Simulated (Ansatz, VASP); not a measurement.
# InP in two plane-wave programs

Wanted: the spread between two codes on one cell, functional and k mesh. The cell is taken from a series of VASP runs on this material, whose earlier steps may have relaxed, scaled or displaced it; both programs get it as it stands. Other levels of theory on this material are compared in a session of their own. Valence electrons are named where the data sets of a main pair hold unlike numbers.

Method: plane waves, with VASP 6.6.1 beside it; band structure at LDA, in Ansatz 0.2.0.

**1. Set-up**

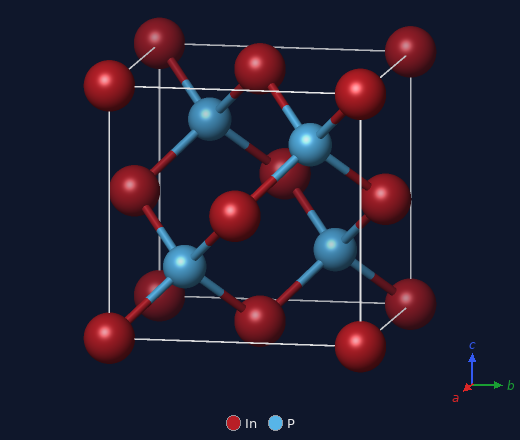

The cell as given, slightly off an axis (indium red, phosphorus blue). This picture shows the conventional cell, with its axes. Bonds to atoms that aren't drawn are left out. Some periodic images of atoms are drawn too.

**2. Ansatz: band structure, LDA**

Ansatz runs on its default PAW (the set named soft_2) files.

The same path points are solved in both programs, so levels can be compared one by one.

input.yaml reads:

```yaml
crystal:
  lattice:
    - [0.0, 2.9305, 2.9305]
    - [2.9305, 0.0, 2.9305]
    - [2.9305, 2.9305, 0.0]
  atoms:
    - { symbol: In, position: [0.0, 0.0, 0.0] }
    - { symbol: P, position: [0.25, 0.25, 0.25] }
hamiltonian:
  xc: lda
  pseudopotentials: { kind: paw }
kpoints:
  mp_grid: { grid: [12, 12, 12] }
  band_path:
    path:
      - [0.0, 0.0, 0.0]
      - [0.17391, 0.0, 0.17391]
      - [0.34783, 0.0, 0.34783]
      - [0.5, 0.0, 0.5]
      - [0.5, 0.08696, 0.58696]
      - [0.5, 0.18478, 0.68478]
      - [0.49457, 0.25543, 0.75]
      - [0.45109, 0.29891, 0.75]
      - [0.40761, 0.34239, 0.75]
      - [0.34239, 0.34239, 0.68478]
      - [0.21196, 0.21196, 0.42391]
      - [0.08152, 0.08152, 0.16304]
      - [0.04348, 0.04348, 0.04348]
      - [0.23913, 0.23913, 0.23913]
      - [0.41304, 0.41304, 0.41304]
      - [0.5163, 0.46739, 0.5163]
      - [0.55978, 0.38043, 0.55978]
      - [0.6087, 0.28261, 0.6087]
      - [0.60326, 0.25, 0.64674]
      - [0.55978, 0.25, 0.69022]
      - [0.5163, 0.25, 0.7337]
      - [0.5, 0.30435, 0.69565]
      - [0.5, 0.3913, 0.6087]
      - [0.5, 0.47826, 0.52174]
      - [0.47283, 0.47283, 0.55435]
      - [0.42391, 0.42391, 0.65217]
      - [0.38043, 0.38043, 0.73913]
      - [0.59239, 0.18478, 0.59239]
      - [0.54891, 0.09783, 0.54891]
      - [0.5, 0.0, 0.5]
    npoints: 1
scf:
  occupations: { method: gaussian, width: 0.02 }
  n_extra_bands: 7
output:
  forces: true
  stress: true
  eigenvalues: true
```

The run is started by

```
$ ansatz run input.yaml --threads 2 --pin off --max-ram 4608MiB --backend cpu --events-out ev --progress --plain --runs-dir out
```

Numbers of over 12 decimals in the logs are rounded to 6 here.

What it wrote:

```text
scf.n_extra_bands = 7 over 9 filled bands (N_el = 18.0): the run solves 16 bands
Engine: ansatz 0.2.0, aarch64-unknown-linux-gnu
Pseudopotentials: kind: paw
Pseudopotential: In, paw, valence charge 13, recommended cutoff 420 eV (normal), In.paw.azcp
Pseudopotential: P, paw, valence charge 5, recommended cutoff 420 eV (normal), P.paw.azcp
Functional definition: SPW92
  exchange = slater_x
  correlation = pw_c
Crystal: 2 atoms, lattice volume = 50.333 Å³
Basis set: ecut = 420 eV, 941 PW (Γ)
Bands: 16, of which v1, the nominal top of the filled ones, is band 9 counted from 1 (8 counted from 0)
Symmetry: 24 space group operations
Space group: F-43m (ITA 216), of the structure as read, at distance tolerance 3.7e-5 Å
k-points: 72 of 1728 (time reversal used)
Non-local potential: In, projectors of the file, l = 0: 2, l = 1: 2, l = 2: 2, l = 3: 2
Non-local potential: P, projectors of the file, l = 0: 2, l = 1: 2, l = 2: 2
PAW form: soft (Blöchl's): semilocal exchange-correlation on the pseudo side does not see the compensation charge
PAW frozen core: In, regenerated for the run's functional, and the local potential with it (the file was generated under x = pbe(κ = 0.804, μ = 0.219515), c = pbe(β = 0.066725))
PAW frozen core: P, regenerated for the run's functional, and the local potential with it (the file was generated under x = pbe(κ = 0.804, μ = 0.219515), c = pbe(β = 0.066725))
PAW one-centre angular grid: In, 590 points (default); XC on 64 Gauss nodes
PAW one-centre angular grid: P, 110 points (default); XC on 64 Gauss nodes
Initial density: superposition of atomic densities (neutral atoms: chi_scale 0, normalization atom), corrected by the library's trained network
Initial wavefunctions: pseudopotential atomic-orbital guess
Functional: x = slater, c = lda
SCF iter   1: F=—  HF=-6183.563165 eV  |F-HF|=—  |Δ(HF+E_count)|=         —  Δρ=7.97e-3  dr2=3.59e-2  ethr=1.77e-3  ⟨swp⟩=6.6  Hψ=7574  notcnv=0
preconditioner: auto → none  [insulator: Δε(μ)=0.419 eV  Ē_g=16.831 eV  σ=0.020 eV  W_gap=1.00  n_scr=14 (ndim 8)  ℏωp=22.2 eV  f_vac=0.021  D(μ)=0.00/eV (n_scr^D=0)  ε∞_Penn≈2.7]
SCF iter   2: F=—  HF=-6183.550726 eV  |F-HF|=—  |Δ(HF+E_count)|=   1.24e-2  Δρ=3.05e-3  dr2=2.78e-3  ethr=1.99e-4  ⟨swp⟩=2.9  Hψ=2240  notcnv=0  defer=172
SCF iter   3: F=—  HF=-6183.549916 eV  |F-HF|=—  |Δ(HF+E_count)|=   8.10e-4  Δρ=9.18e-4  dr2=4.23e-4  ethr=1.55e-5  ⟨swp⟩=2.3  Hψ=1985  notcnv=0  defer=172
SCF iter   4: F=—  HF=-6183.549812 eV  |F-HF|=—  |Δ(HF+E_count)|=   1.05e-4  Δρ=2.86e-4  dr2=2.35e-5  ethr=2.35e-6  ⟨swp⟩=2.4  Hψ=1436  notcnv=0  defer=172
SCF iter   5: F=—  HF=-6183.549809 eV  |F-HF|=—  |Δ(HF+E_count)|=   2.70e-6  Δρ=2.33e-5  dr2=3.22e-7  ethr=1.30e-7  ⟨swp⟩=2.3  Hψ=1281  notcnv=0  defer=172
SCF iter   6: F=-6183.549809 eV  HF=-6183.549809 eV  |F-HF|=2.47e-8  |Δ(HF+E_count)|=   8.03e-8  Δρ=8.51e-6  dr2=3.15e-8  ethr=5.56e-10  ⟨swp⟩=10.1  Hψ=6515  notcnv=0
SCF 1 converged in 6 iterations: F = -6183.549809 eV  dr2 = 3.15e-8
  greatest PAW one-centre occupation: 0.982 electrons in one spin orbital (limit 2), on the In atom at site 0 (counted from 0), in its partial waves of l = 2
NSCF: frozen V_eff on 30 k-points
SCF converged after 6 iterations
Free energy (F): -6183.549809 eV
Harris-Foulkes:  -6183.549809 eV  (|F-HF|=2.47e-8)
Internal energy: -6183.549809 eV  (E = F + TS)
E sigma→0 (E₀):  -6183.549809 eV
Fermi energy:    6.982584 eV
--- Per-component energies (eV) ---
  E_band       = -56.945635
  E_kinetic    = 314.345996
  E_local      = -1402.792889  (includes V_loc(G=0)·N_el)
  E_nonlocal   = 405.693442
  E_hartree    = 550.162382
  E_xc         = -274.319452
  E_vxc        = -161.526347  (∫ρ·V_xc dr)
  E_paw        = -4556.332920  (= ΣΔE_a)
  E_vpaw       = -312.986227  (= ΣTr[D̂ρ^β])
  E_aug_tail   = 0.000029  (compensation charges beyond the density's cutoff)
  E_ewald      = -1220.708286
  E_core_change = 0.401888  (= ΣΔE_core)
  E_smearing   = -0.000000  (= −TS)
  E_closure    = 0.000000  (closes the sum)
  Σ components = -6183.549809   (vs F -6183.549809, Δ=0.00e0)
--- Forces (eV/Å), atoms counted from 1 ---
  atom   1  In     0.00000000     0.00000000     0.00000000
  atom   2  P     -0.00000000     0.00000000    -0.00000000
  max |Σ_I F_I| component: 7.40e-17 eV/Å
--- Stress (GPa, compression-positive) ---
       -1.193796      -0.000000      -0.000000
       -0.000000      -1.193796       0.000000
        0.000000       0.000000      -1.193796
  P = ⅓ Tr σ = -1.1938 GPa (-11.938 kbar)
--- Band table (eV; the first three rows and the last of 72) ---
  k-point 0: bands = [... 5 lower, -4.8169, 6.7409, 6.7409, 6.7409, 7.2234, 10.6999, 10.6999, 10.6999, ... 3 higher]
  k-point 1: bands = [... 5 lower, -4.7361, 5.7596, 6.6500, 6.6500, 7.9426, 10.7271, 10.8354, 10.8354, ... 3 higher]
  k-point 2: bands = [... 5 lower, -4.5008, 4.4812, 6.4284, 6.4284, 8.3645, 11.0879, 11.1449, 11.1449, ... 3 higher]
  k-point 71: bands = [... 5 lower, -2.3112, 1.0143, 3.7370, 3.7670, 10.9208, 11.0066, 12.1445, 12.7859, ... 3 higher]
```

The job ended after 7.2 s (2 threads of Arm Neoverse N1, shared host; peak memory 0.35 GiB).

**3. VASP: band structure, LDA**

The same cell, functional (in two slightly different forms), mesh and smearing now go to VASP, with its own data sets.

Lines of VASP's logs that name or quote its potential files are left out, and so is its time.

INCAR reads:

```
SYSTEM = InP
PREC = Accurate
ENCUT = 400
EDIFF = 1E-06
NELM = 100
ISMEAR = 0
SIGMA = 0.02
LREAL = .FALSE.
ALGO = Normal
GGA = CA
NBANDS = 21
LORBIT = 11
LWAVE = .FALSE.
LCHARG = .FALSE.
KPAR = 4
ISIF = 2
```

POSCAR reads:

```
InP
1.0
    0.0000000000      2.9305000000      2.9305000000
    2.9305000000      0.0000000000      2.9305000000
    2.9305000000      2.9305000000      0.0000000000
In P
1 1
Direct
    0.0000000000      0.0000000000      0.0000000000
    0.2500000000      0.2500000000      0.2500000000
```

KPOINTS reads:

```
Automatic mesh
0
Gamma
12 12 12
0 0 0
```

KPOINTS_OPT reads:

```
Line mode
24
Line-mode
Reciprocal
  0.00000000   0.00000000   0.00000000 GAMMA
  0.50000000   0.00000000   0.50000000 X

  0.50000000   0.00000000   0.50000000 X
  0.50000000   0.25000000   0.75000000 W

  0.50000000   0.25000000   0.75000000 W
  0.37500000   0.37500000   0.75000000 K

  0.37500000   0.37500000   0.75000000 K
  0.00000000   0.00000000   0.00000000 GAMMA

  0.00000000   0.00000000   0.00000000 GAMMA
  0.50000000   0.50000000   0.50000000 L

  0.50000000   0.50000000   0.50000000 L
  0.62500000   0.25000000   0.62500000 U

  0.62500000   0.25000000   0.62500000 U
  0.50000000   0.25000000   0.75000000 W

  0.50000000   0.25000000   0.75000000 W
  0.50000000   0.50000000   0.50000000 L

  0.50000000   0.50000000   0.50000000 L
  0.37500000   0.37500000   0.75000000 K

  0.62500000   0.25000000   0.62500000 U
  0.50000000   0.00000000   0.50000000 X
```

The projector-augmented-wave data sets are In_d and P (LDA family, release 64).

The run is started by

```
$ mpirun -np 4 vasp_std
```

What it wrote:

```text
[banner, memory and clock lines left out]
running    4 mpi-ranks, on    1 nodes
 distrk:  each k-point on    1 cores,    4 groups
 distr:  one band on    1 cores,    1 groups

 POSCAR found type information on POSCAR InP
 POSCAR found :  2 types and       2 ions
 LDA part: xc-table for (Slater(with rela. corr.)+CA(PZ))
 , standard interpolation
 POSCAR, INCAR and KPOINTS ok, starting setup
 FFT: planning ... GRIDC
 FFT: planning ... GRID_SOFT
 FFT: planning ... GRID
 WAVECAR not read
 entering main loop
       N       E                     dE             d eps       ncg     rms          rms(c)
DAV:   1     0.117817990737E+03    0.11782E+03   -0.67142E+03  3225   0.787E+02
DAV:   2     0.469954611996E+00   -0.11735E+03   -0.10916E+03  3336   0.251E+02
DAV:   3    -0.979433844910E+01   -0.10264E+02   -0.10154E+02  3674   0.695E+01
DAV:   4    -0.100922590710E+02   -0.29792E+00   -0.29763E+00  3649   0.115E+01
DAV:   5    -0.101052416106E+02   -0.12983E-01   -0.12981E-01  4381   0.234E+00    0.583E+00
DAV:   6    -0.971961703595E+01    0.38562E+00   -0.38593E-01  4831   0.955E+00    0.336E+00
DAV:   7    -0.967709044981E+01    0.42527E-01   -0.88868E-02  4390   0.214E+00    0.120E+00
DAV:   8    -0.967170434590E+01    0.53861E-02   -0.11079E-02  4111   0.896E-01    0.303E-01
DAV:   9    -0.967161869343E+01    0.85652E-04   -0.72739E-04  4016   0.188E-01    0.166E-01
DAV:  10    -0.967163692910E+01   -0.18236E-04   -0.11773E-04  4539   0.163E-01    0.763E-02
DAV:  11    -0.967163913552E+01   -0.22064E-05   -0.28616E-05  4384   0.660E-02    0.266E-02
DAV:  12    -0.967163768421E+01    0.14513E-05   -0.24781E-06  3721   0.109E-02    0.613E-03
DAV:  13    -0.967163771948E+01   -0.35268E-07   -0.37660E-07  2047   0.350E-03
   1 F= -.96716377E+01 E0= -.96716377E+01  d E =-.394702E-35
 Start KPOINTS_OPT (optional k-point list driver)
k-point batch [1-72\240]
       N       E                     dE             ncg
DAV:   1     0.279242727931E+04   -0.31529E+05     3152
DAV:   2    -0.565746895664E+04   -0.84499E+04     3242
DAV:   3    -0.639567734958E+04   -0.73821E+03     3700
DAV:   4    -0.641673642396E+04   -0.21059E+02     3801
DAV:   5    -0.641763424507E+04   -0.89782E+00     4340
DAV:   6    -0.641764692548E+04   -0.12680E-01     3959
DAV:   7    -0.641764730767E+04   -0.38220E-03     4351
DAV:   8    -0.641764731123E+04   -0.35588E-05     3345
DAV:   9    -0.641764731151E+04   -0.27451E-06     2333
[...]
k-point batch [217-240\240]
       N       E                     dE             ncg
DAV:   1     0.249971792649E+05   -0.12801E+05     1046
DAV:   2     0.222138700532E+05   -0.27833E+04     1046
DAV:   3     0.219775658800E+05   -0.23630E+03     1316
DAV:   4     0.219711581378E+05   -0.64077E+01     1235
DAV:   5     0.219708496319E+05   -0.30851E+00     1485
DAV:   6     0.219708418660E+05   -0.77659E-02     1262
DAV:   7     0.219708417238E+05   -0.14224E-03     1475
DAV:   8     0.219708417215E+05   -0.23189E-05     1072
DAV:   9     0.219708417213E+05   -0.14054E-06      807
```

From OUTCAR (step 3):

```text
ion  position               nearest neighbor table
   1  0.000  0.000  0.000-   2 2.54   2 2.54   2 2.54   2 2.54
   2  0.250  0.250  0.250-   1 2.54   1 2.54   1 2.54   1 2.54

  LATTYP: Found a face centered cubic cell.
 ALAT       =     5.8610000000

 Subroutine GETGRP returns: Found 24 space group operations
 (whereof 24 operations were pure point group operations)

The static configuration has the point symmetry T_d .

 Found     72 irreducible k-points:

   k-points           NKPTS =     72   k-points in BZ     NKDIM =     72   number of bands    NBANDS=     21

   dimension x,y,z NGX =    28 NGY =   28 NGZ =   28
   dimension x,y,z NGXF=    56 NGYF=   56 NGZF=   56

   ENCUT  =  400.0 eV  29.40 Ry    5.42 a.u.   6.76  6.76  6.76*2*pi/ulx,y,z

   NELECT =      18.0000    total number of electrons

 k-points in reciprocal lattice and weights: Automatic mesh
   0.00000000  0.00000000  0.00000000       0.001
   0.08333333  0.00000000  0.00000000       0.005
   0.16666667  0.00000000  0.00000000       0.005
   0.25000000  0.00000000  0.00000000       0.005
   0.33333333  0.00000000  0.00000000       0.005
   0.41666667  0.00000000  0.00000000       0.005
   0.50000000  0.00000000  0.00000000       0.002
   0.08333333  0.08333333  0.00000000       0.003
   0.16666667  0.08333333  0.00000000       0.014
[...]
-0.33333333  0.50000000  0.16666667       0.007
  -0.25000000  0.50000000  0.25000000       0.003

 average (electrostatic) potential at core
       1 -95.2331       2 -84.0155

 E-fermi :   5.1758

 k-point     1 :       0.0000    0.0000    0.0000
  band No.  band energies     occupation
    ...
      5      -9.0220      2.00000
      6      -6.5374      2.00000
      7       5.0077      2.00000
      8       5.0077      2.00000
      9       5.0077      2.00000
     10       5.5189      0.00000
     11       8.9720      0.00000
     12       8.9720      0.00000
     13       8.9720      0.00000
     14      13.2924      0.00000
    ...

 k-point     2 :       0.0833    0.0000    0.0000
  band No.  band energies     occupation
    ...
      5      -9.0220      2.00000
      6      -6.4568      2.00000
      7       4.0364      2.00000
      8       4.9168      2.00000
      9       4.9168      2.00000
     10       6.2283      0.00000
     11       8.9996      0.00000
     12       9.1078      0.00000
     13       9.1078      0.00000
     14      13.7182      0.00000
    ...

 k-point     3 :       0.1667    0.0000    0.0000
  band No.  band energies     occupation
    ...
      5      -9.0215      2.00000
      6      -6.2215      2.00000
      7       2.7584      2.00000
      8       4.6952      2.00000
      9       4.6952      2.00000
     10       6.6495      0.00000
     11       9.3612      0.00000
     12       9.4177      0.00000
     13       9.4177      0.00000
     14      13.5745      0.00000
    ...

  Total       -0.3719347     -0.3719347     -0.3719347      0.0000000      0.0000000      0.0000000
  in kB      -11.8391931    -11.8391931    -11.8391931      0.0000000      0.0000000      0.0000000
  external PRESSURE =     -11.8391931 kB  Pullay stress =       0.0000000 kB

  energy-cutoff  :      400.00
  volume of cell :       50.33
      direct lattice vectors                 reciprocal lattice vectors
     0.000000000  2.930500000  2.930500000    -0.170619348  0.170619348  0.170619348
     2.930500000  0.000000000  2.930500000     0.170619348 -0.170619348  0.170619348
     2.930500000  2.930500000  0.000000000     0.170619348  0.170619348 -0.170619348

 POSITION                                       TOTAL-FORCE (eV/Angst)
 -----------------------------------------------------------------------------------
      0.00000      0.00000      0.00000        -0.000000     -0.000000     -0.000000
      1.46525      1.46525      1.46525         0.000000      0.000000      0.000000
 -----------------------------------------------------------------------------------
    total drift:                                0.000000      0.000000     -0.000000

  FREE ENERGIE OF THE ION-ELECTRON SYSTEM (eV)
  ---------------------------------------------------
  free  energy   TOTEN  =        -9.6716377195 eV

  energy  without entropy=       -9.6716377195  energy(sigma->0) =       -9.67163772

 total charge
# of ion       s       p       d       tot
------------------------------------------
    1        0.846   0.784   9.896  11.525
    2        1.036   1.482   0.000   2.518
--------------------------------------------------
tot          1.882   2.265   9.896  14.043

[... 3 further parts left out ...]
```

The run ends at a pressure of -1.18 GPa.

**4. Differences**

Known differences besides the potentials themselves: the two LDA forms differ slightly; the cutoff is 420 eV in Ansatz and 400 eV in VASP; VASP's log shows a relativistic correction to its local exchange, Ansatz's none. Total energies have different zeros and are not compared.

Both answers:

```tsv
quantity	Ansatz	VASP	difference
pressure (GPa)	-1.19	-1.18	-0.01
gap over the path points (eV)	0.482	0.511	-0.029
```

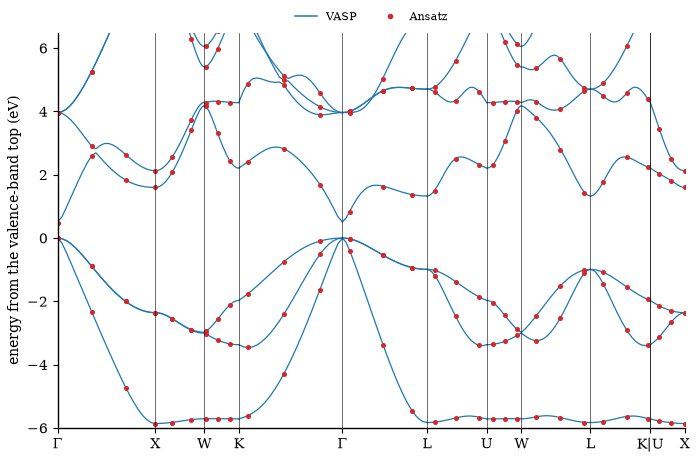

Bands from VASP (lines) and levels from Ansatz (dots). Dots without a line are higher empty bands that the VASP plot leaves out.

Levels at points of the path, from each program's valence-band top (eV; 3 filled, then empty):

```tsv
k (reciprocal lattice)	Ansatz	VASP
0.000 0.000 0.000	0.00 0.00 0.00 0.48 3.96 3.96	0.00 0.00 0.00 0.51 3.96 3.96
0.174 0.000 0.174	-2.34 -0.89 -0.89 2.58 2.90 5.25	-2.32 -0.89 -0.89 2.60 2.90 5.26
0.348 0.000 0.348	-4.73 -2.00 -2.00 1.83 2.63 7.64	-4.71 -2.00 -2.00 1.83 2.64 7.65
0.500 0.000 0.500	-5.87 -2.36 -2.36 1.60 2.12 8.98	-5.86 -2.36 -2.36 1.60 2.13 8.99
0.500 0.087 0.587	-5.84 -2.55 -2.55 2.09 2.56 8.14	-5.82 -2.55 -2.55 2.08 2.57 8.16
0.500 0.185 0.685	-5.75 -2.91 -2.89 3.43 3.73 6.29	-5.74 -2.91 -2.89 3.42 3.74 6.29
0.495 0.255 0.750	-5.73 -3.02 -2.95 4.16 4.27 5.41	-5.71 -3.02 -2.96 4.16 4.29 5.42
0.451 0.299 0.750	-5.72 -3.22 -2.56 3.30 4.31 5.98	-5.71 -3.22 -2.56 3.31 4.32 5.99
0.408 0.342 0.750	-5.73 -3.34 -2.12 2.44 4.28 6.87	-5.71 -3.34 -2.12 2.45 4.29 6.88
0.342 0.342 0.685	-5.63 -3.46 -1.76 2.40 4.88 6.83	-5.61 -3.46 -1.76 2.41 4.89 6.84
```

Among the levels compared at these points, filled levels agree within 17 meV and empty ones within 29 meV. Ansatz's pressure holds a Pulay correction of 0.04 GPa; VASP's holds none.

**5. Results**

```
largest difference of a filled level at the path points (band structure, LDA) : 17 meV
```

**Reading.** The largest difference of a filled level at the path points is 17 meV (band structure, LDA), within the 80 meV picked in this series as the mark of a large difference. 7 further runs of this series are not shown here. How closely two codes agree says nothing of how well the functional describes the real material.

[Lines on the potential files, build, host, timing and source positions are cut from VASP's logs without a mark.]

[Logs are printed without paths, hosts, clocks, repeated set-up lines and the standing remarks that a program may print on its own settings, such as how far it seeks lower states.]

[Hosts, paths, dates, database ids (printed as entryN), source tags and the programs' standing remarks are cut or masked in the printed files.]
